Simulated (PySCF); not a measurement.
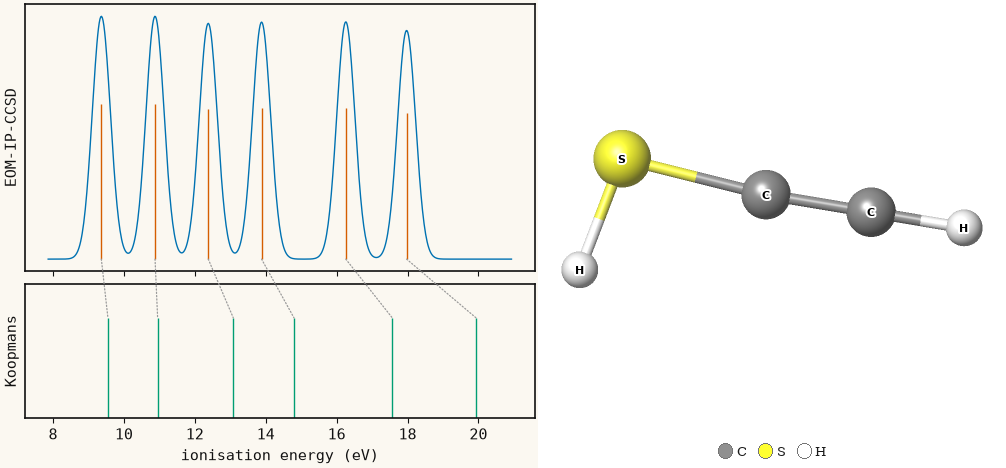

Valence photoelectron lines of C₂H₂S (ynol-type tautomer), SMILES C#CS: vertical EOM-IP-CCSD/aug-cc-pVDZ (frozen core, PySCF 2.14.0, at a PBE0-D3(BJ)/def2-SVP geometry (no frequency check); 6 lines, one for each of the 6 highest orbitals, so a line of a deeper orbital can be missing among them) above, Hartree-Fock orbital energies with the sign turned below, non-relativistic; dotted lines join each line to its leading orbital. Stick heights are one-hole weights (summed over degenerate lines), not cross-sections; Gaussian width 0.60 eV.

> Do correlation and relaxation change the order of the lines?

Not among these holes, which come in the order of the orbitals, HOMO, HOMO−1, HOMO−2, HOMO−3, HOMO−4, HOMO−5.

> What is the first vertical ionisation energy, and how far is Koopmans' value off?

9.36 eV from the HOMO; Koopmans gives 9.55 eV, 0.19 eV too high.

Note: small basis, so the lines can lie some tenths of an eV too low.
